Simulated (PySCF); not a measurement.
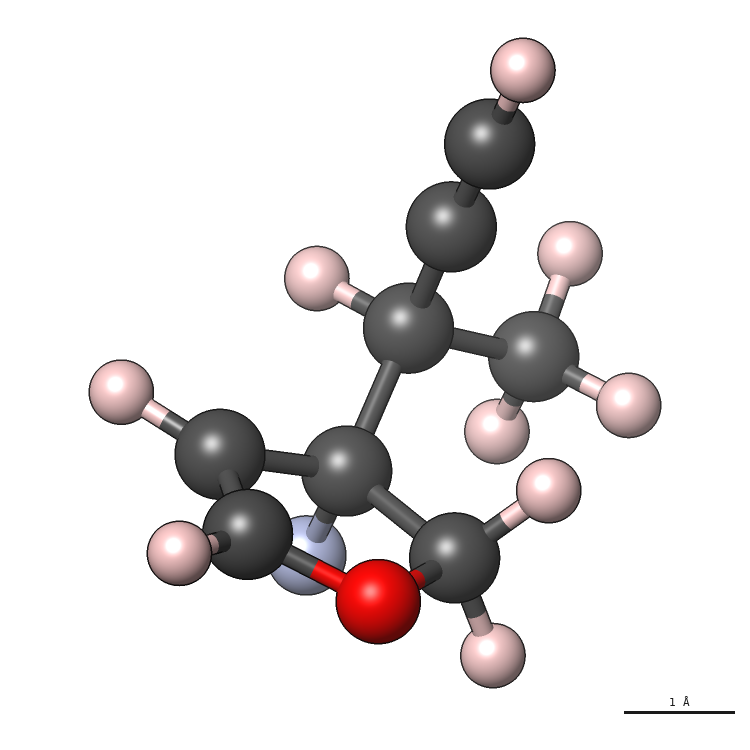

Rendered structure (ball-and-stick style). Colours: carbon dark grey, fluorine light blue, oxygen red, hydrogen pink.

The computed structure is the end point of a PBE0-D3(BJ)/def2-SVP optimisation. No frequency run is at hand to confirm it as a minimum.

> Count the atoms of each element.

C8H9FO, 19 atoms: 8 carbon, 9 hydrogen, 1 fluorine and 1 oxygen.

> Give the symmetry (Schoenflies symbol).

C1.

> Describe its rings.

Independent rings (smallest set): 1 of 5 members.

> Name some functional groups or characteristic bonds that it holds.

Among them: ether, alkene, alkyne, C–F bond.

> How many bonds of each kind are drawn?

9 C–H, 7 C–C, 2 C–O, 1 C–F.

The parts below concern this one geometry. Atoms keep their numbers from picture to picture.

## Shape

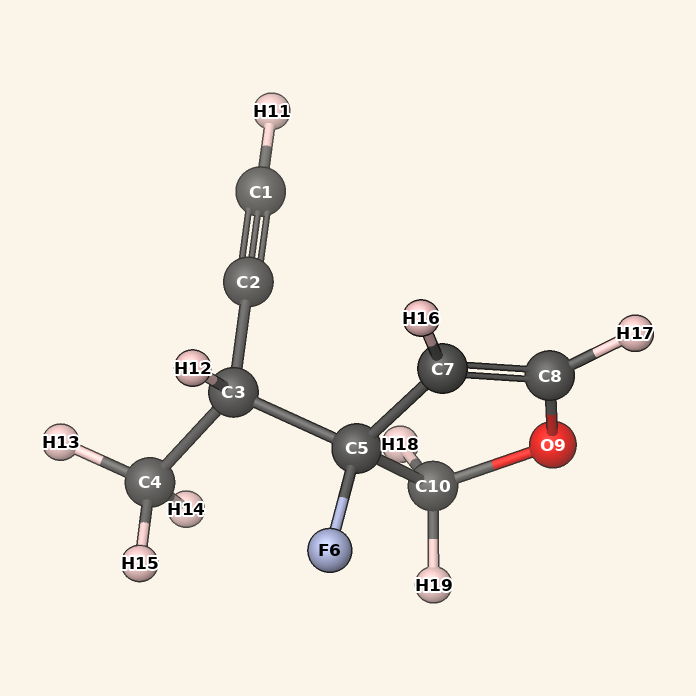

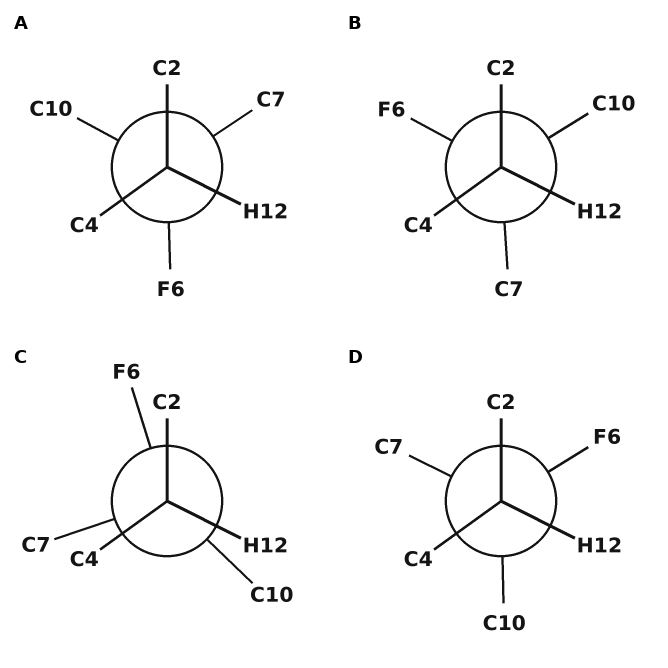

Atoms fade into the background with distance from the viewer. Bonds that would overlap in a projection are set slightly apart. No frequency run is at hand to confirm it as a minimum.

> Which Newman projection shows the view along C3–C5, with C3 in front?

A. The torsion angle C4–C3–C5–F6 is −56°, synclinal (gauche).

## Ring current

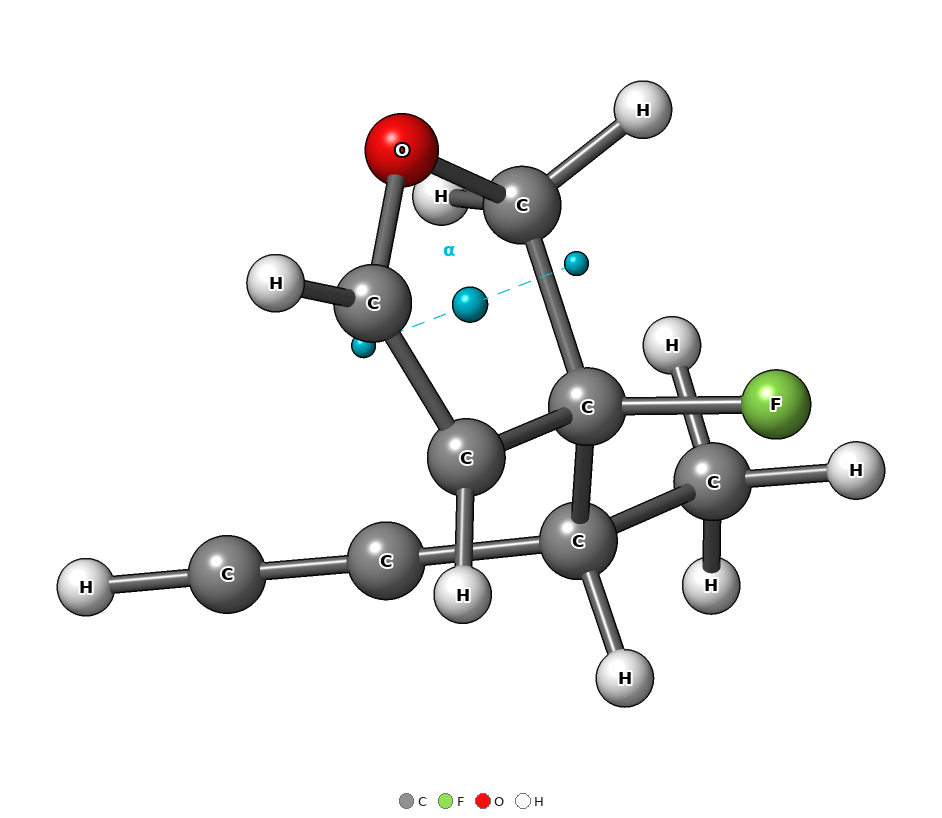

The small points mark where nucleus-independent chemical shifts (NICS) were computed: at the centre of each lettered ring and 1 Å above and below it. No frequency run is at hand to confirm it as a minimum. Method: GIAO PBE0/pcSseg-1 NMR shielding, non-relativistic, gas phase (PySCF 2.14.0).

Give NICS(0), NICS(1) and the out-of-plane component NICS(1)zz for each ring (means of the two sides).

```json
{"ring": "α", "members": "C4O", "NICS(0)": "−4.8", "NICS(1)": "−3.3", "NICS(1)zz": "−5.4"}
```

Values in ppm.

> What do the values say about the ring currents?

Ring α: weak, as in a non-aromatic ring. NICS is one index among several.

## Excitation

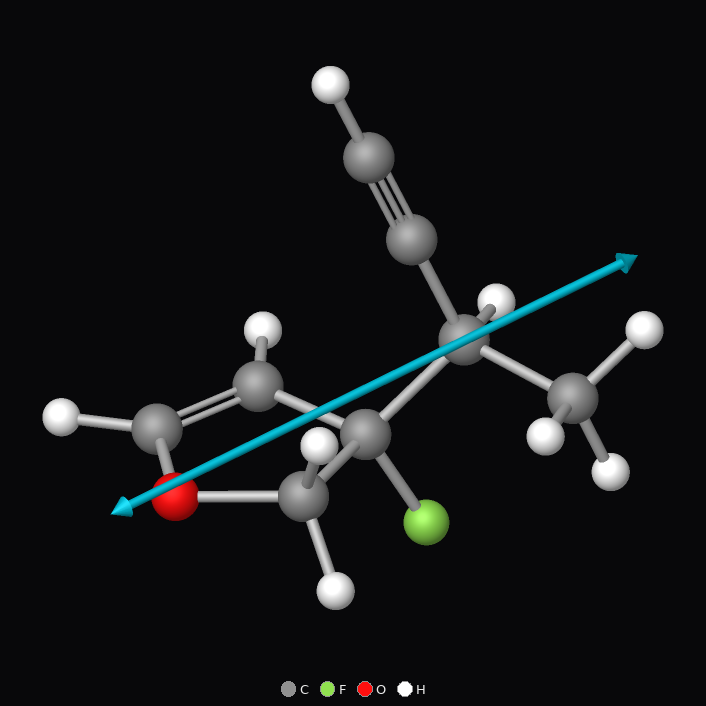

The double arrow shows the direction of the transition dipole to excited singlet state 1 (its length means nothing). No frequency run is at hand to confirm it as a minimum. Method: TDDFT CAM-B3LYP/def2-SVPD, vertical, gas phase, core orbitals frozen in the response (PySCF 2.14.0).

> Give its energy, strength and character.

6.28 eV (197 nm), oscillator strength 0.15, mainly HOMO → LUMO (weight 0.77); transition dipole 2.53 D.

## Polarisability

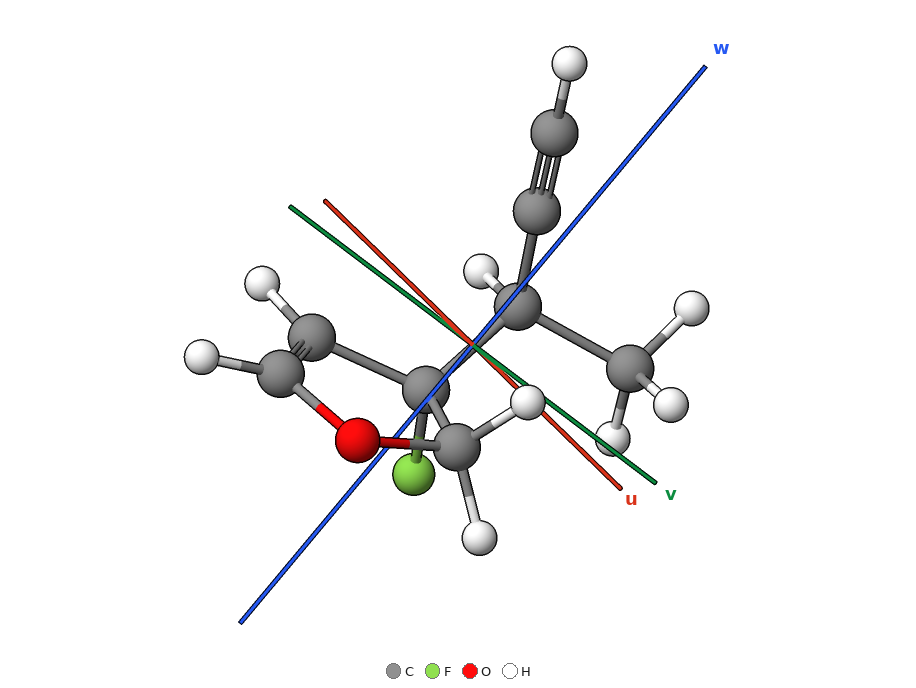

The lines u, v and w are the principal axes of the static dipole polarisability. No frequency run is at hand to confirm it as a minimum. Method: CAM-B3LYP/def2-SVPD (PySCF 2.14.0).

> Along which axis is the molecule most polarisable, and along which least?

Most along u, least along v.

> Give the three principal values.

u 99.2, v 81.9, w 95.0 bohr³; mean 92.1, anisotropy 15.6 bohr³.
